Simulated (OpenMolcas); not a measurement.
# Excited-state calculation, with input and output: SiNH4O (part 4 of 4)

Continued. System: SiNH4O, multiplicity 2, SMILES N[SiH]O. Method: CASPT2/cc-pVDZ-DK, DKH2 (OpenMolcas 26.06). The geometry comes from this level: PBE0-D4/def2-TZVP.

Geometry of the input (Å):
```
N  -0.6949  0.5483  -0.5752
Si 0.2931  0.1590  0.7813
O  1.6229  -0.6724  0.2703
H  -0.3559  1.1681  -1.2948
H  -1.6858  0.6732  -0.4329
H  -0.5991  -0.6619  1.6647
H  1.4809  -1.2824  -0.4590
```

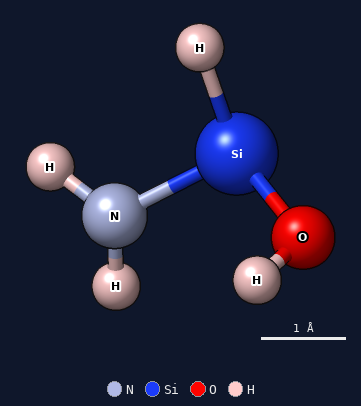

Figure 1. The structure (ball-and-stick view, seen at a tilt).

Log, continued
```
--------------------------------------------------------------------------------------------------------------
 Report on small energy denominators, large coefficients, and large energy contributions.
CASE  SYMM ACTIVE-MIX  NON-ACTIVE INDICES          DENOMINATOR     RHS VALUE       COEFFICIENT     CONTRIBUTION
VJTU     1  Mu1.0001  In1.013                       0.20387140      0.00136046     -0.00675760     -0.00000919
VJTU     1  Mu1.0001  In1.014                       0.17398596     -0.00164493      0.00980793     -0.00001613
ATVX     1  Mu1.0001  Se1.021                      -0.00788828      0.00404576      0.47240629      0.00191124
ATVX     1  Mu1.0002  Se1.021                       0.32168409     -0.01319401      0.04137647     -0.00054592
ATVX     1  Mu1.0001  Se1.022                       0.04175269      0.00075139     -0.02120085     -0.00001593
ATVX     1  Mu1.0001  Se1.023                       0.05097908      0.00111365     -0.02334992     -0.00002600
ATVX     1  Mu1.0001  Se1.024                       0.09622572     -0.00156411      0.01627500     -0.00002546
ATVX     1  Mu1.0001  Se1.025                       0.24627613     -0.00260758      0.01058265     -0.00002760
ATVX     1  Mu1.0001  Se1.026                       0.29036475     -0.00055954      0.00204989     -0.00000115
BJAIP    1  Se1.040 In1.014 Se1.040 In1.014         3.64723189      0.10468968     -0.02881972     -0.00301713
BJAIM    1  Se1.040 In1.013 Se1.040 In1.014         3.71807793     -0.09590736      0.02589622     -0.00248364
--

   (Skipping property calculation,
    use PROP keyword to activate)
--

  Total CASPT2 energies:

  State-specific CASPT2 energies obtained using
  rotated states do not have a well-defined physical
  meaning, however they can be extracted from the
  diagonal of the effective Hamiltonian.

++ Multi-State CASPT2 section:
********************************************************************************
  MULTI-STATE CASPT2 SECTION
--------------------------------------------------------------------------------

  Output diagonal energies have been shifted. Add    421.00000000000000

  Effective Hamiltonian matrix (Symmetric):

                1               2               3
   1      -842.73577038
   2        -0.00029455   -842.54641477
   3         0.01692201     -0.00471836   -842.53966948

       Total XMS-CASPT2 energies:
::    XMS-CASPT2 Root  1     Total energy:   -421.73721997
::    XMS-CASPT2 Root  2     Total energy:   -421.54857243
::    XMS-CASPT2 Root  3     Total energy:   -421.53606224

       Eigenvectors:
            0.99634999      0.03596952      0.07741374
           -0.00057276      0.90968282     -0.41530331
           -0.08536021      0.41374311      0.90638307

       In terms of the input states:
            0.99975222      0.01484603     -0.01658609
           -0.00973821      0.96172480      0.27384408
            0.02001675     -0.27361471      0.96163107

--

  THE ORIGINAL CI ARRAYS ARE NOW MIXED AS LINEAR
  COMBINATIONS, GIVEN BY THE EIGENVECTORS.
  A NEW JOBIPH FILE NAMED 'JOBMIX' IS PREPARED.
********************************************************************************

++ Mixed CI coefficients:
  The CI coefficients for the MIXED state nr.   1
--------------------------------------------------------------------------------
 CI COEFFICIENTS LARGER THAN  5.00E-02
  Occupation of active orbitals, and spin coupling
  of open shells. (u,d: Spin up or down).
  SGUGA info is (Midvert:IsyUp:UpperWalk/LowerWalk)
        Conf  SGUGA info        Occupation    Coefficient         Weight
           1  ( 1:1:   1/   1)   22u000         -0.972048       0.944878
           2  ( 1:1:   1/   2)   2u2000          0.056658       0.003210
           3  ( 1:1:   1/   3)   u22000          0.098258       0.009655
           5  ( 2:1:   2/   1)   2200u0          0.121128       0.014672
          57  ( 4:1:   9/   3)   20u002         -0.056878       0.003235

  The CI coefficients for the MIXED state nr.   2
--------------------------------------------------------------------------------
 CI COEFFICIENTS LARGER THAN  5.00E-02
  Occupation of active orbitals, and spin coupling
  of open shells. (u,d: Spin up or down).
  SGUGA info is (Midvert:IsyUp:UpperWalk/LowerWalk)
        Conf  SGUGA info        Occupation    Coefficient         Weight
           1  ( 1:1:   1/   1)   22u000         -0.144558       0.020897
           3  ( 1:1:   1/   3)   u22000         -0.853537       0.728525
           5  ( 2:1:   2/   1)   2200u0         -0.447816       0.200540
          10  ( 2:1:   1/   3)   u2du00          0.063215       0.003996
          11  ( 2:1:   2/   3)   u2d0u0         -0.085897       0.007378
          12  ( 2:1:   3/   3)   u2d00u         -0.055371       0.003066
          26  ( 3:1:   2/   2)   u2u0d0          0.063075       0.003978
          43  ( 4:1:   4/   2)   u20020          0.070852       0.005020

  The CI coefficients for the MIXED state nr.   3
--------------------------------------------------------------------------------
 CI COEFFICIENTS LARGER THAN  5.00E-02
  Occupation of active orbitals, and spin coupling
  of open shells. (u,d: Spin up or down).
  SGUGA info is (Midvert:IsyUp:UpperWalk/LowerWalk)
        Conf  SGUGA info        Occupation    Coefficient         Weight
           1  ( 1:1:   1/   1)   22u000         -0.062853       0.003950
           3  ( 1:1:   1/   3)   u22000          0.451951       0.204260
           5  ( 2:1:   2/   1)   2200u0         -0.850712       0.723711
          11  ( 2:1:   2/   3)   u2d0u0          0.056026       0.003139
          14  ( 2:1:   2/   4)   2020u0          0.056658       0.003210
          20  ( 2:1:   2/   6)   0220u0          0.119537       0.014289
          23  ( 3:1:   2/   1)   2uu0d0          0.107380       0.011530
          56  ( 4:1:   8/   3)   20u0ud         -0.054208       0.002939

--

--- Stop Module: caspt2 /rc=_RC_ALL_IS_WELL_ ---
--- Module caspt2 spent 2 seconds ---

.##################.
.# Happy landing! #.
.##################.

    Timing: Wall=5.90 User=4.74 System=1.15
```

Summary

- outcome: converged
- total energy: −421.737220 hartree
- CASSCF energy: −421.295401 hartree
- basis functions: 66
- hardware: 1 thread of Arm Neoverse V2, 24 GiB of memory available, shared host
- wall time: 6.3 s
- peak memory: 0.41 GiB

Remarks

Settings chosen away from the usual ones: rthr set to [1e-10, 0.0001, 1e-05] (from default). The record of the run, not the program, notes: one reference weight is low: intruder states likely.
